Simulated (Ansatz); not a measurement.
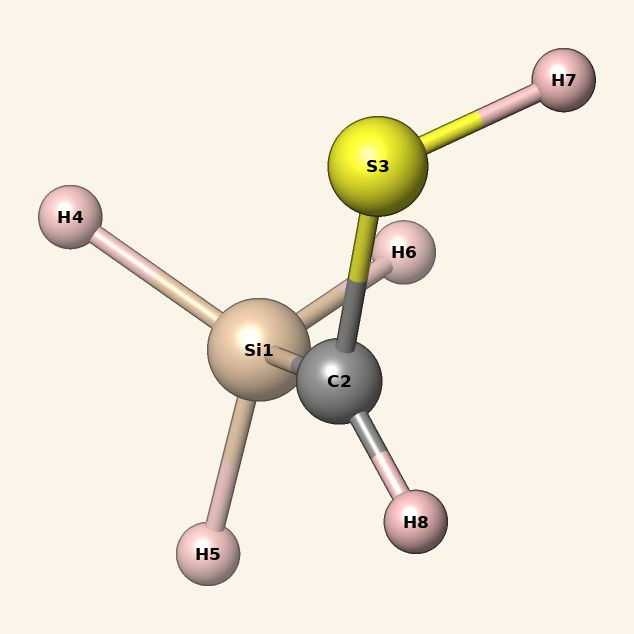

Si1 lies behind C2. The molecule seen a little off the C2–Si1 bond, C2 in front. Depth is shown by fading: the farther an atom, the more it takes the colour of the background. Charge −1, singlet. Computed geometry: PBE0-D4/def2-TZVPD optimisation. No frequency run is at hand to confirm it as a minimum.

Question: What is the torsion angle S3–C2–Si1–H4? The sign is positive where the front bond must turn clockwise to cover the back bond.

Answer: −53°, synclinal (gauche).
